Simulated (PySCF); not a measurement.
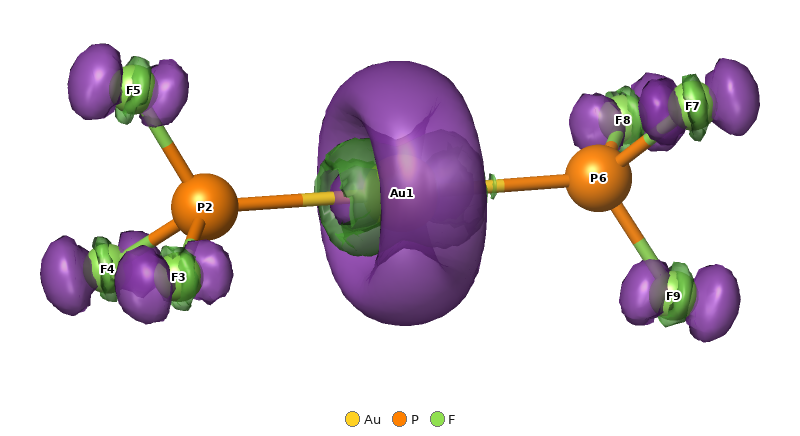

*[Au(PF3)2]+ (AuF$_{6}$P$_{2}$, charge +1). Fukui function f⁻ = ρ(N) − ρ(N−1) at fixed geometry, surfaces at ±0.03 e/Å³ (purple positive, green negative).*

PySCF calculation, BLYP/def2-SVP, gas phase; geometry: GFN2-xTB. Core potentials replace the inner electrons of Au; spin–orbit coupling isn't included. This is a single-reference result, which may miss multireference character in this system. No frequency check shows the geometry to be a minimum. GFN2-xTB bond lengths at metals and heavier atoms can be off by up to 0.1 Å and shapes distorted, which carries into these values.

Input

```python
import numpy as np
from pyscf import gto, scf, dft
from pyscf.scf import atom_ks, atom_hf
from scipy.linalg import block_diag

def solve(mol, dm0=None, hcore=None):
    mf = (dft.UKS if mol.spin else dft.RKS)(mol, xc='blyp')
    mf.grids.level = 3
    mf = mf.density_fit(auxbasis='def2-universal-jkfit')
    mf.conv_tol, mf.max_cycle = 1e-8, 80
    if hcore is not None:
        mf.get_hcore = lambda *args: hcore
    mf.kernel(dm0)
    if not mf.converged:
        mf = mf.newton().run(mf.mo_coeff, mf.mo_occ, max_cycle=30)
    assert mf.converged, 'SCF not converged'
    return mf

mol = gto.M(atom='''
Au    -0.00004     0.00362     0.00000
P      2.31631    -0.00340     0.00021
F      3.07848     0.38766     1.30014
F      3.07848     0.92712    -0.98892
F      3.07846    -1.32499    -0.31157
P     -2.31624    -0.00352     0.00017
F     -3.07841    -1.03274     0.88531
F     -3.07841    -0.25543    -1.33429
F     -3.07839     1.27814     0.44869
''', basis='def2-svp', ecp={'Au': 'def2-svp'}, charge=1, spin=0, verbose=4)
mf = solve(mol)
out = dict(e0=mf.e_tot, dm0=mf.make_rdm1(), c=mf.mo_coeff, occ=mf.mo_occ, eps=mf.mo_energy)
for name, dq, spin in [('cation', 1, 1), ('anion', -1, 1)]:
    ion = mol.copy().set(charge=mol.charge + dq, spin=spin).build()
    mi = solve(ion)
    if spin and dq > 0 and mol.nao < 130:
        c, _, stable, _ = mi.stability(return_status=True)
        if not stable:
            mi = solve(ion, mi.make_rdm1(c, mi.mo_occ))
    print(name, 'vertical energy change / eV', (mi.e_tot - mf.e_tot) * 27.211386)
    out.update({'e_' + name: mi.e_tot, 'dm_' + name: mi.make_rdm1(), 's2_' + name: mi.spin_square()[0], 'eps_' + name: mi.mo_energy, 'occ_' + name: mi.mo_occ})
# spherically averaged free atoms, for the promolecule
atom_ks.AtomSphAverageRKS.init_guess_by_vsap = lambda self, mol=None: self.init_guess_by_minao(mol)  # core potentials
atm = atom_ks.get_atm_nrks(mol, xc='blyp')
pro = block_diag(*[(atm[a[0]][2] * atm[a[0]][3]) @ atm[a[0]][2].T for a in mol._atom])
np.savez('result.npz', pro=pro, **out)
```

Command:

```sh
OMP_NUM_THREADS=1 python input.py
```

The run took 21 min on 1 thread of Intel(R) Xeon(R) Processor @ 2.50GHz (Skylake/Cascade Lake), on a shared host, peak memory 0.77 GiB.

Partitions, critical points and surface values were worked out afterwards from this run's density.

**Which atoms respond most to the removal of an electron?**

f⁻ (Hirshfeld-condensed) is largest on Au1 (0.49); the vertical ionisation energy is 16.45 eV (the stability of the dication's solution wasn't checked). Condensed values hint at sites of electrophilic attack but needn't mark the atom that reacts. Orbital relaxation makes it negative in places (0.20 e in all).

```json
{"atom": "Au1", "f⁻": "+0.49", "charge": "+0.24"}
{"atom": "P2", "f⁻": "+0.07", "charge": "+0.53"}
{"atom": "F3", "f⁻": "+0.06", "charge": "−0.05"}
{"atom": "F4", "f⁻": "+0.06", "charge": "−0.05"}
{"atom": "F5", "f⁻": "+0.06", "charge": "−0.05"}
{"atom": "P6", "f⁻": "+0.07", "charge": "+0.53"}
{"atom": "F7", "f⁻": "+0.06", "charge": "−0.05"}
{"atom": "F8", "f⁻": "+0.06", "charge": "−0.05"}
{"atom": "F9", "f⁻": "+0.06", "charge": "−0.05"}
```
